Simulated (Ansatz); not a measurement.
**Ta2O5 (P2/m): what size, symmetry and threads cost in G0W0**

How does the cost of G0W0 grow with the cell? The test case is Ta2O5 (P2/m).

Main program and level: Ansatz 0.2.0; G0W0 on r2SCAN, plane waves, PAW.

## (1) The starting structure

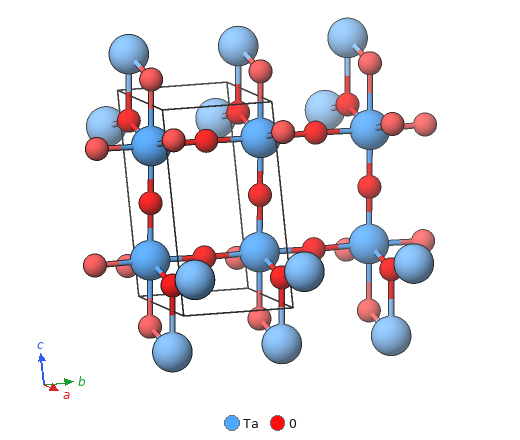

The starting structure, seen slightly off an axis (tantalum blue, oxygen red). 1×2×1 cells are drawn. Some periodic images of atoms are drawn too.

The cell and positions are those that the Materials Project relaxed with its own functionals (PBE, PBE+U or r2SCAN), kept fixed. Spin-orbit coupling is left out unless a step names it. The default PAW set here is soft_2. Its files were made with PBE.

## (2) 7 atoms (1×1×1 cells), 4×4×2 mesh

G0W0 replaces the xc potential by the self-energy, built once from these orbitals. Only a window of levels is corrected, while the sums run over the empty bands that the input names.

input.yaml reads:

```yaml
crystal:
  lattice:
    - [3.8414080139, 0.0, 0.0]
    - [0.0, 3.86271575, 0.0]
    - [-1.8189421445, 0.0, 6.5289594201]
  atoms:
    - { symbol: Ta, position: [0.64953073, 0.0, 0.79131453] }
    - { symbol: Ta, position: [0.35046927, 0.0, 0.20868547] }
    - { symbol: O, position: [0.6621243, 0.5, 0.79832929] }
    - { symbol: O, position: [0.3378757, 0.5, 0.20167071] }
    - { symbol: O, position: [0.18976057, 0.0, 0.87062125] }
    - { symbol: O, position: [0.81023943, 0.0, 0.12937875] }
    - { symbol: O, position: [0.5, 0.0, 0.5] }
kpoints:
  mp_grid: { grid: [4, 4, 2] }
hamiltonian:
  xc: r2scan
scf:
  occupations: { method: fixed }
gw:
  n_empty_bands: 102
  ecut_chi: 60.0
  qp_bands: [v1, c1]
  qp_kpoints: band_edges
  screening: { model: contour_deformation }
```

Run with:

```sh
> ansatz run input.yaml --threads 16 --pin off --max-ram 36864MiB --backend cpu --events-out ev --progress --plain --runs-dir out
```

Numbers of over 12 decimals in the logs are rounded to 6 here.

The log of the run:

```text
Engine: ansatz 0.2.0, aarch64-unknown-linux-gnu
Pseudopotentials: kind: paw
Pseudopotential: Ta, paw, valence charge 13, recommended cutoff 500 eV (meta_gga), Ta.paw.azcp
Pseudopotential: O, paw, valence charge 6, recommended cutoff 500 eV (meta_gga), O.paw.azcp
Functional definition: r2SCAN
  parameter k0 = 0.174
  parameter k1 = 0.065
  parameter a1 = 4.9479
  exchange = r2scan_x(k0 = k0, k1 = k1, a1 = a1)
  correlation = r2scan_c
Crystal: 7 atoms, lattice volume = 96.878 Å³
Basis set: ecut = 500 eV, 2443 PW (Γ), exchange–correlation on 120×120×200 points (64 copies of the dense FFT grid, shifted against one another)
Bands: 35, of which v1, the nominal top of the filled ones, is band 28 counted from 1 (27 counted from 0)
Symmetry: 4 space group operations
Space group: P2/m (ITA 10), of the structure as read, at distance tolerance 4.6e-5 Å
k-points: 18 of 32
Non-local potential: Ta, projectors of the file, l = 0: 3, l = 1: 2, l = 2: 2, l = 3: 1
Non-local potential: O, projectors of the file, l = 0: 2, l = 1: 2, l = 2: 1
PAW form: soft (Blöchl's): semilocal exchange-correlation on the pseudo side does not see the compensation charge
PAW frozen core: Ta, regenerated for the run's functional (the file was generated under x = pbe(κ = 0.804, μ = 0.219515), c = pbe(β = 0.066725))
PAW frozen core: O, regenerated for the run's functional (the file was generated under x = pbe(κ = 0.804, μ = 0.219515), c = pbe(β = 0.066725))
PAW one-centre angular grid: Ta, 590 points (default); XC on 160 Gauss nodes
PAW one-centre angular grid: O, 302 points (default); XC on 160 Gauss nodes
Initial density: superposition of atomic densities (neutral atoms: chi_scale 0, normalization atom), corrected by the library's trained network
Initial wavefunctions: pseudopotential atomic-orbital guess
Functional: x = r2scan, c = r2scan; τ floored in thin density (d = 2e-4 eV/Å³)
SCF iter   1: F=—  HF=-22739.974470 eV  |F-HF|=—  |Δ(HF+E_count)|=         —  Δρ=1.10e-2  dr2=1.37e-1  dr2_τ=4.69e-1  ethr=1.77e-3  ⟨swp⟩=4.9  Hψ=2409  notcnv=0  defer=83
preconditioner: auto → Resta (q_TF=auto, 2.490 Å⁻¹)  ε∞=4.7  [insulator: Δε(μ)=2.901 eV  Ē_g=12.344 eV  n_scr=26 (ndim 8)  ℏωp=23.9 eV  f_vac=0.158  ε∞_Penn≈4.7]
SCF iter   2: F=—  HF=-22740.047284 eV  |F-HF|=—  |Δ(HF+E_count)|=   7.28e-2  Δρ=5.56e-3  dr2=1.28e-2  dr2_τ=7.14e-3  ethr=2.45e-4  ⟨swp⟩=2.1  Hψ=1173  notcnv=0  defer=83
SCF iter   3: F=—  HF=-22740.047947 eV  |F-HF|=—  |Δ(HF+E_count)|=   6.63e-4  Δρ=2.40e-3  dr2=3.76e-3  dr2_τ=4.09e-4  ethr=2.29e-5  ⟨swp⟩=3.0  Hψ=995  notcnv=0  defer=90
SCF iter   4: F=—  HF=-22740.047997 eV  |F-HF|=—  |Δ(HF+E_count)|=   5.04e-5  Δρ=4.35e-4  dr2=1.48e-4  dr2_τ=2.68e-5  ethr=6.71e-6  ⟨swp⟩=2.1  Hψ=897  notcnv=0  defer=90
SCF iter   5: F=—  HF=-22740.048014 eV  |F-HF|=—  |Δ(HF+E_count)|=   1.68e-5  Δρ=1.65e-4  dr2=3.00e-5  dr2_τ=3.18e-6  ethr=2.64e-7  ⟨swp⟩=2.0  Hψ=963  notcnv=0  defer=66
SCF iter   6: F=—  HF=-22740.048023 eV  |F-HF|=—  |Δ(HF+E_count)|=   9.40e-6  Δρ=5.39e-5  dr2=3.98e-6  dr2_τ=2.10e-7  ethr=5.36e-8  ⟨swp⟩=2.1  Hψ=851  notcnv=0  defer=26
SCF iter   7: F=—  HF=-22740.048025 eV  |F-HF|=—  |Δ(HF+E_count)|=   1.57e-6  Δρ=1.47e-5  dr2=2.66e-7  dr2_τ=1.44e-8  ethr=7.11e-9  ⟨swp⟩=2.1  Hψ=903  notcnv=0  defer=26
SCF iter   8: F=-22740.048025 eV  HF=-22740.048025 eV  |F-HF|=1.93e-8  |Δ(HF+E_count)|=   2.45e-7  Δρ=5.31e-6  dr2=3.12e-8  dr2_τ=2.89e-9  ethr=1.79e-10  ⟨swp⟩=9.8  Hψ=1977  notcnv=0
SCF 1 converged in 8 iterations: F = -22740.048025 eV  dr2 = 3.12e-8
[...]
NSCF: frozen V_eff on 18 k-points
G₀W₀ screening: q 1/18
[... further progress lines ...]
NSCF: frozen V_eff on 1 k-points
NSCF: frozen V_eff on 1 k-points
SCF converged after 8 iterations
Free energy (F): -22740.048025 eV
Harris-Foulkes:  -22740.048025 eV  (|F-HF|=1.93e-8)
Internal energy: -22740.048025 eV  (E = F + TS)
E sigma→0 (E₀):  -22740.048025 eV
Fermi energy:    6.704562 eV
--- Per-component energies (eV) ---
  E_band       = -601.915747
  E_kinetic    = 1607.297481
  E_local      = -4422.671803  (includes V_loc(G=0)·N_el)
  E_nonlocal   = 265.582260
  E_hartree    = 1643.205443
  E_xc         = -773.053730
  E_vxc        = -968.172671  (∫ρ·V_xc dr)
  E_paw        = -17646.709204  (= ΣΔE_a)
  E_vpaw       = -426.593820  (= ΣTr[D̂ρ^β])
  E_aug_tail   = 0.005263  (compensation charges beyond the density's cutoff)
  E_vtau       = 56.222434  (kinetic-family band-sum trace: ∫τ·v_τ [+ j·A + Jᵃ·Aᵃ] dr)
  E_ewald      = -3412.031471
  E_core_change = -1.672265  (= ΣΔE_core)
  E_smearing   = -0.000000  (= −TS)
  E_closure    = -0.000000  (closes the sum)
  Σ components = -22740.048025   (vs F -22740.048025, Δ=0.00e0)
--- Band table (eV; the first three rows and the last of 18) ---
  k-point 0: bands = [... 24 lower, 5.7202, 5.8798, 6.0356, 6.0944, 9.4179, 9.7987, 9.9440, 11.5021, ... 3 higher]
  k-point 1: bands = [... 24 lower, 5.7278, 5.8204, 5.8760, 5.9213, 9.3783, 9.8431, 9.8957, 11.3342, ... 3 higher]
  k-point 2: bands = [... 24 lower, 4.7865, 5.2284, 5.2967, 6.0411, 11.0017, 11.3820, 11.4517, 11.6017, ... 3 higher]
  k-point 17: bands = [... 24 lower, 4.6595, 5.9986, 6.5796, 6.7046, 10.3146, 12.1772, 12.7078, 13.3454, ... 3 higher]
--- G₀W₀: contour deformation, 6 samples at zero and on the imaginary axis and 1 off it, 32 q-points, 102 empty bands' worth ---
  eigenvalues of the whole cell's RPA ε∞ on this k-mesh (on a slab, of 1 + 4πα/V) = 4.2342, 4.3030, 6.1782; static W/v taken at q = 0 is 0.206932
  gw.qp_kpoints: band_edges: 13 of 18 stored k-points solved, in 1 pass; an edge of the gap read off the rows below is read off those points alone
    valence top: of the k-points left out ik 15 came nearest to being solved in a further pass, in band 28 (counted from 1, as in the quasiparticle table): it holds the edge there only if its correction is more favourable than any solved in that band by at least 0.539 eV; those differ by 0.097 eV
    conduction bottom: of the k-points left out ik 15 came nearest to being solved in a further pass, in band 29 (counted from 1, as in the quasiparticle table): it holds the edge there only if its correction is more favourable than any solved in that band by at least 0.895 eV; those differ by 0.211 eV
    ik  band        ε_KS         Σx   Σc(E_QP)       V_xc       Z   E_QP_lin       E_QP  E_QP is
     0    28      6.0944   -25.6241     4.6497   -21.0669  0.7482     6.1867     6.1869  root
     0    29      9.4179   -13.2380    -4.1543   -18.4723  0.8084    10.5117    10.4978  root
     1    28      5.9213   -25.1694     4.6461   -20.5614  0.7443     5.9595     5.9595  root
     1    29      9.3783   -13.1833    -4.1386   -18.3936  0.8090    10.4635    10.4499  root
     3    28      6.2124   -25.8560     4.8398   -21.0666  0.7468     6.2628     6.2628  root
     3    29     11.0642   -14.7123    -4.0916   -20.0865  0.7863    12.3722    12.3468  root
     4    28      6.3840   -26.0841     4.8969   -21.2520  0.7494     6.4487     6.4488  root
     4    29     11.5160   -14.1844    -4.5695   -19.9997  0.7821    12.7912    12.7617  root
     5    28      6.3686   -26.0936     4.8388   -21.3221  0.7485     6.4358     6.4359  root
     5    29     11.3313   -13.6858    -4.8685   -19.7817  0.7837    12.5864    12.5587  root
     6    28      5.9832   -25.3875     4.7172   -20.7178  0.7449     6.0306     6.0307  root
     6    29      9.7631   -13.5067    -4.2604   -18.9070  0.8049    10.9195    10.9029  root
     7    28      5.9336   -25.3181     4.7297   -20.6256  0.7440     5.9708     5.9708  root
     7    29      9.5123   -13.2809    -4.1564   -18.5329  0.8077    10.6224    10.6079  root
[...]
13    29      9.6872   -13.4616    -4.2328   -18.8229  0.8059    10.8317    10.8157  root
    16    28      6.6763   -26.4416     4.9084   -21.6638  0.7519     6.8066     6.8069  root
    16    29     10.3706   -13.7164    -4.5324   -19.4994  0.7957    11.6446    11.6211  root
    17    28      6.7046   -26.4766     4.9197   -21.6911  0.7518     6.8386     6.8388  root
    17    29     10.3146   -13.6320    -4.5394   -19.4137  0.7961    11.5799    11.5568  root
```

Run time: 10 s. Hardware: 16 threads of Arm Neoverse V1, shared host; peak memory 1.3 GiB; 2 min of CPU time.

Reading the cycles: dr2 is the Hartree energy of the density residual (eV), the measure of convergence; HF is the Harris–Foulkes estimate of the energy, which meets the free energy F at convergence.

Numbers from this step:

```yaml
bands_summed: 130
rpa_eps_infinity_on_this_mesh_eigenvalues: 4.234, 4.303, 6.178
plane_waves_in_the_screening_matrix: 111
q_points_in_the_mesh: 32
g0w0_gap_on_the_mesh: 3.611 eV
k_of_the_valence_top: -0.5, -0.5, -0.5
k_of_the_conduction_bottom: 0, 0, -0.5
starting_gap_on_the_mesh: 2.674 eV
z_at_the_valence_top: 0.7518
z_at_the_conduction_bottom: 0.8090
least_direct_g0w0_gap_on_the_computed_points: 4.311 eV
```

The gap on the mesh goes from 2.67 eV to 3.61 eV, a correction of +0.94 eV. Between the two edge states, bare exchange in place of the xc potential would open the gap by 10.00 eV, and correlation takes back 9.06 eV.

## (3) No symmetry, 4×4×2 mesh

input.yaml: that of step 2 with these lines changed.

```diff
@@ -13,2 +13,3 @@
     - { symbol: O, position: [0.5, 0.0, 0.5] }
+  symmetry: { detect: false }
 kpoints:
```

The log of the run:

```text
[...]
Crystal: 7 atoms, lattice volume = 96.878 Å³
Basis set: ecut = 500 eV, 2443 PW (Γ), exchange–correlation on 120×120×200 points (64 copies of the dense FFT grid, shifted against one another)
Bands: 35, of which v1, the nominal top of the filled ones, is band 28 counted from 1 (27 counted from 0)
Symmetry: 1 space group operations
k-points: 20 of 32 (time reversal used)
[...]
4    29     11.5160   -14.1844    -4.5695   -19.9997  0.7821    12.7912    12.7617  root
[...]
18    28      6.6762   -26.4416     4.9084   -21.6638  0.7519     6.8066     6.8069  root
    18    29     10.3706   -13.7164    -4.5324   -19.4994  0.7957    11.6446    11.6211  root
    19    28      6.7046   -26.4766     4.9197   -21.6911  0.7518     6.8386     6.8388  root
    19    29     10.3146   -13.6320    -4.5394   -19.4137  0.7961    11.5799    11.5568  root
[key lines of the parts left out:]
SCF converged after 8 iterations
Free energy (F): -22740.048025 eV
Fermi energy:    6.704559 eV
```

Wall time 17 s (16 threads); peak memory 1.9 GiB; 3.5 min of CPU time.

Numbers from this step:

```
bands summed                                 : 130
RPA ε∞ on this mesh (eigenvalues)            : 4.234, 4.303, 6.178
plane waves in the screening matrix          : 111
G0W0 gap on the mesh                         : 3.611 eV
k of the valence top                         : -0.5, -0.5, -0.5
k of the conduction bottom                   : 0, 0, -0.5
starting gap on the mesh                     : 2.674 eV
least direct G0W0 gap on the computed points : 4.311 eV
```

Against the run with 4×4×2 mesh, 102 empty bands, screening to 60 eV, the gap moves by +0.000 eV.

## (4) 1 thread, 4×4×2 mesh

input.yaml: that of step 3 with these lines changed.

```diff
@@ -13,3 +13,2 @@
     - { symbol: O, position: [0.5, 0.0, 0.5] }
-  symmetry: { detect: false }
 kpoints:
```

Run with:

```sh
> ansatz run input.yaml --threads 1 --pin off --max-ram 36864MiB --backend cpu --events-out ev --progress --plain --runs-dir out
```

The log of the run:

```text
[...]
Crystal: 7 atoms, lattice volume = 96.878 Å³
Basis set: ecut = 500 eV, 2443 PW (Γ), exchange–correlation on 120×120×200 points (64 copies of the dense FFT grid, shifted against one another)
Bands: 35, of which v1, the nominal top of the filled ones, is band 28 counted from 1 (27 counted from 0)
Symmetry: 4 space group operations
[...]
k-points: 18 of 32
[...]
4    29     11.5160   -14.1844    -4.5695   -19.9997  0.7821    12.7912    12.7617  root
[...]
16    28      6.6763   -26.4416     4.9084   -21.6638  0.7519     6.8066     6.8069  root
    16    29     10.3706   -13.7164    -4.5324   -19.4994  0.7957    11.6446    11.6211  root
    17    28      6.7046   -26.4766     4.9197   -21.6911  0.7518     6.8386     6.8388  root
    17    29     10.3146   -13.6320    -4.5394   -19.4137  0.7961    11.5799    11.5568  root
[key lines of the parts left out:]
SCF converged after 8 iterations
Free energy (F): -22740.048025 eV
Fermi energy:    6.704562 eV
```

Wall time 85 s (1 thread); peak memory 0.54 GiB.

This step gave:

* bands summed: 130
* RPA ε∞ on this mesh (eigenvalues): 4.234, 4.303, 6.178
* plane waves in the screening matrix: 111
* G0W0 gap on the mesh: 3.611 eV
* k of the valence top: -0.5, -0.5, -0.5
* k of the conduction bottom: 0, 0, -0.5
* starting gap on the mesh: 2.674 eV
* least direct G0W0 gap on the computed points: 4.311 eV

Against the run with 4×4×2 mesh, 102 empty bands, screening to 60 eV, the gap moves by +0.000 eV.

## (5) 2 threads, 4×4×2 mesh

input.yaml is that of step 4.

Run with:

```sh
> ansatz run input.yaml --threads 2 --pin off --max-ram 36864MiB --backend cpu --events-out ev --progress --plain --runs-dir out
```

The log of the run:

```text
[...]
Crystal: 7 atoms, lattice volume = 96.878 Å³
Basis set: ecut = 500 eV, 2443 PW (Γ), exchange–correlation on 120×120×200 points (64 copies of the dense FFT grid, shifted against one another)
Bands: 35, of which v1, the nominal top of the filled ones, is band 28 counted from 1 (27 counted from 0)
Symmetry: 4 space group operations
[...]
k-points: 18 of 32
[...]
4    29     11.5160   -14.1844    -4.5695   -19.9997  0.7821    12.7912    12.7617  root
[...]
16    28      6.6763   -26.4416     4.9084   -21.6638  0.7519     6.8066     6.8069  root
    16    29     10.3706   -13.7164    -4.5324   -19.4994  0.7957    11.6446    11.6211  root
    17    28      6.7046   -26.4766     4.9197   -21.6911  0.7518     6.8386     6.8388  root
    17    29     10.3146   -13.6320    -4.5394   -19.4137  0.7961    11.5799    11.5568  root
[key lines of the parts left out:]
SCF converged after 8 iterations
Free energy (F): -22740.048025 eV
Fermi energy:    6.704562 eV
```

Wall time 44 s (2 threads); peak memory 0.58 GiB; 86 s of CPU time.

(Unchanged from step 3.)

Against the run with 4×4×2 mesh, 102 empty bands, screening to 60 eV, the gap moves by +0.000 eV.

## (6) 4 threads, 4×4×2 mesh

input.yaml is that of step 5.

Run with:

```sh
> ansatz run input.yaml --threads 4 --pin off --max-ram 36864MiB --backend cpu --events-out ev --progress --plain --runs-dir out
```

The log of the run:

```text
[...]
Crystal: 7 atoms, lattice volume = 96.878 Å³
Basis set: ecut = 500 eV, 2443 PW (Γ), exchange–correlation on 120×120×200 points (64 copies of the dense FFT grid, shifted against one another)
Bands: 35, of which v1, the nominal top of the filled ones, is band 28 counted from 1 (27 counted from 0)
Symmetry: 4 space group operations
[...]
k-points: 18 of 32
[...]
4    29     11.5160   -14.1844    -4.5695   -19.9997  0.7821    12.7912    12.7617  root
[...]
16    28      6.6763   -26.4416     4.9084   -21.6638  0.7519     6.8066     6.8069  root
    16    29     10.3706   -13.7164    -4.5324   -19.4994  0.7957    11.6446    11.6211  root
    17    28      6.7046   -26.4766     4.9197   -21.6911  0.7518     6.8386     6.8388  root
    17    29     10.3146   -13.6320    -4.5394   -19.4137  0.7961    11.5799    11.5568  root
[key lines of the parts left out:]
SCF converged after 8 iterations
Free energy (F): -22740.048025 eV
Fermi energy:    6.704562 eV
```

Elapsed: 24 s, on 4 threads; peak memory 0.69 GiB.

(Unchanged from step 3.)

Against the run with 4×4×2 mesh, 102 empty bands, screening to 60 eV, the gap moves by +0.000 eV.

## (7) 8 threads, 4×4×2 mesh

input.yaml is that of step 6.

Run with:

```sh
> ansatz run input.yaml --threads 8 --pin off --max-ram 36864MiB --backend cpu --events-out ev --progress --plain --runs-dir out
```

The log of the run:

```text
[...]
Crystal: 7 atoms, lattice volume = 96.878 Å³
Basis set: ecut = 500 eV, 2443 PW (Γ), exchange–correlation on 120×120×200 points (64 copies of the dense FFT grid, shifted against one another)
Bands: 35, of which v1, the nominal top of the filled ones, is band 28 counted from 1 (27 counted from 0)
Symmetry: 4 space group operations
[...]
k-points: 18 of 32
[...]
4    29     11.5160   -14.1844    -4.5695   -19.9997  0.7821    12.7912    12.7617  root
[...]
16    28      6.6763   -26.4416     4.9084   -21.6638  0.7519     6.8066     6.8069  root
    16    29     10.3706   -13.7164    -4.5324   -19.4994  0.7957    11.6446    11.6211  root
    17    28      6.7046   -26.4766     4.9197   -21.6911  0.7518     6.8386     6.8388  root
    17    29     10.3146   -13.6320    -4.5394   -19.4137  0.7961    11.5799    11.5568  root
[key lines of the parts left out:]
SCF converged after 8 iterations
Free energy (F): -22740.048025 eV
Fermi energy:    6.704562 eV
```

Wall time 14 s (8 threads); peak memory 0.89 GiB.

(Unchanged from step 3.)

Against the run with 4×4×2 mesh, 102 empty bands, screening to 60 eV, the gap moves by +0.000 eV.

## (8) 14 atoms (2×1×1 cells), 2×4×2 mesh

input.yaml reads:

```yaml
crystal:
  lattice:
    - [7.6828160278, 0.0, 0.0]
    - [0.0, 3.86271575, 0.0]
    - [-1.8189421445, 0.0, 6.5289594201]
  atoms:
    - { symbol: Ta, position: [0.324765365, 0.0, 0.79131453] }
    - { symbol: Ta, position: [0.175234635, 0.0, 0.20868547] }
    - { symbol: O, position: [0.33106215, 0.5, 0.79832929] }
    - { symbol: O, position: [0.16893785, 0.5, 0.20167071] }
    - { symbol: O, position: [0.094880285, 0.0, 0.87062125] }
    - { symbol: O, position: [0.405119715, 0.0, 0.12937875] }
    - { symbol: O, position: [0.25, 0.0, 0.5] }
    - { symbol: Ta, position: [0.824765365, 0.0, 0.79131453] }
    - { symbol: Ta, position: [0.675234635, 0.0, 0.20868547] }
    - { symbol: O, position: [0.83106215, 0.5, 0.79832929] }
    - { symbol: O, position: [0.66893785, 0.5, 0.20167071] }
    - { symbol: O, position: [0.594880285, 0.0, 0.87062125] }
    - { symbol: O, position: [0.905119715, 0.0, 0.12937875] }
    - { symbol: O, position: [0.75, 0.0, 0.5] }
kpoints:
  mp_grid: { grid: [2, 4, 2] }
hamiltonian:
  xc: r2scan
scf:
  occupations: { method: fixed }
gw:
  n_empty_bands: 204
  ecut_chi: 60.0
  qp_bands: [v1, c1]
  qp_kpoints: band_edges
  screening: { model: contour_deformation }
```

Run with:

```sh
> ansatz run input.yaml --threads 16 --pin off --max-ram 36864MiB --backend cpu --events-out ev --progress --plain --runs-dir out
```

The log of the run:

```text
[...]
Crystal: 14 atoms, lattice volume = 193.757 Å³
Basis set: ecut = 500 eV, 4903 PW (Γ), exchange–correlation on 240×120×200 points (64 copies of the dense FFT grid, shifted against one another)
Bands: 70, of which v1, the nominal top of the filled ones, is band 56 counted from 1 (55 counted from 0)
Symmetry: 8 space group operations
[...]
k-points: 12 of 16
[...]
4    57     10.3706   -13.7164    -4.5328   -19.4994  0.7957    11.6442    11.6207  root
[...]
10    56      6.5185   -26.2699     4.8982   -21.4686  0.7503     6.6153     6.6154  root
    10    57     10.3687   -13.5837    -4.5712   -19.3732  0.7977    11.6088    11.5868  root
    11    56      6.4195   -26.1679     4.8842   -21.3622  0.7494     6.4979     6.4980  root
    11    57     10.4498   -13.4119    -4.7186   -19.3468  0.7959    11.6886    11.6660  root
[key lines of the parts left out:]
SCF converged after 8 iterations
Free energy (F): -45480.096050 eV
Fermi energy:    6.704528 eV
```

The job ended after 31 s (16 threads; peak memory 3.1 GiB; 7.4 min of CPU time).

This step gave:

```yaml
bands_summed: 260
rpa_eps_infinity_on_this_mesh_eigenvalues: 4.234, 4.303, 6.178
plane_waves_in_the_screening_matrix: 207
g0w0_gap_on_the_mesh: 3.612 eV
k_of_the_valence_top: 0, -0.5, -0.5
k_of_the_conduction_bottom: 0, 0, -0.5
starting_gap_on_the_mesh: 2.674 eV
least_direct_g0w0_gap_on_the_computed_points: 4.311 eV
```

The gap on the mesh goes from 2.67 eV to 3.61 eV, a correction of +0.94 eV. Between the two edge states, bare exchange in place of the xc potential would open the gap by 10.00 eV, and correlation takes back 9.06 eV.

(Continued in part 2 of 2.)

[Paths, hosts, dates, memory and timing lines, banners, echoed tables and standing remarks are left out of the program output.]

[Logs are printed without paths, hosts, clocks, repeated set-up lines and the standing remarks that a program may print on its own settings, such as how far it seeks lower states.]

[Runs of the session that timed out or met a known fault of the program may be left out.]

[Cells called generated may have been cut or substituted from an entry of the Crystallography Open Database or the Materials Project.]

[Hosts, paths, dates, database ids (printed as entryN), source tags and the programs' standing remarks are cut or masked in the printed files.]
